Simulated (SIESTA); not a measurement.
Band structure of CdIn3 (P6_3/mmc, 8 atoms in the cell).

```xyz
8
Lattice="6.5356 0.0000 0.0000 -3.2678 5.6600 0.0000 0.0000 0.0000 5.5468" Properties=species:S:1:pos:R:3 pbc="T T T"
Cd     3.2678     1.8867     1.3867
Cd     0.0000     3.7733     4.1601
In     1.6369     0.9451     4.1601
In     1.6309     4.7149     1.3867
In     0.0000     1.8901     1.3867
In     3.2678     3.7698     4.1601
In     4.8987     0.9451     4.1601
In    -1.6309     4.7149     1.3867
```

Computed with SIESTA with GGA PBEsol, numerical atomic orbitals DZP, PseudoDojo PBEsol standard norm-conserving potentials (rewritten from UPF to PSML).

Settings: XC.functional = GGA; XC.authors = PBEsol; potentials = PseudoDojo PBEsol standard; PAO.BasisSize = DZP; PAO.EnergyShift = 0.005 Ry; MeshCutoff = 300 Ry; kgrid.MonkhorstPack = 3 3 4; OccupationFunction = FD; ElectronicTemperature = 0.136 eV; MaxSCFIterations = 150; SCF.Mixer.Method = Pulay; SCF.Mixer.Weight = 0.25; SCF.Mixer.History = 8; SCF.DM.Tolerance = 1.0E-05.

The starting cell comes from a database of computed structures (which also holds hypothetical and non-ambient phases and stackings), without a prior relaxation at this level. Values carry the incompleteness of an atom-centred basis.

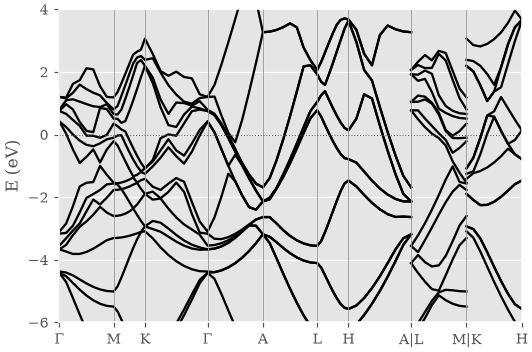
Fig. 1. Bands along the path, energies from the Fermi level.

Levels in eV from the Fermi level, bands 56 to 61:
```json
[
 {"point": "Γ", "56": "-3.17", "57": "-3.10", "58": "0.42", "59": "0.42", "60": "0.75", "61": "0.75"},
 {"point": "M", "56": "-1.56", "57": "-1.54", "58": "-0.21", "59": "-0.10", "60": "0.35", "61": "0.51"},
 {"point": "K", "56": "-1.89", "57": "-1.41", "58": "-1.26", "59": "-1.08", "60": "-1.08", "61": "2.19"},
 {"point": "A", "56": "-2.64", "57": "-2.14", "58": "-2.14", "59": "-2.14", "60": "-2.14", "61": "-1.69"},
 {"point": "L", "56": "-3.56", "57": "0.77", "58": "0.77", "59": "1.04", "60": "1.04", "61": "1.93"},
 {"point": "H", "56": "-1.47", "57": "-0.79", "58": "-0.79", "59": "0.13", "60": "0.13", "61": "3.63"}
]
```

Bands cross the Fermi level along this path, so the cell is metallic at this level.

Higher empty bands are left out: an atom-centred basis made for the valence describes them poorly.
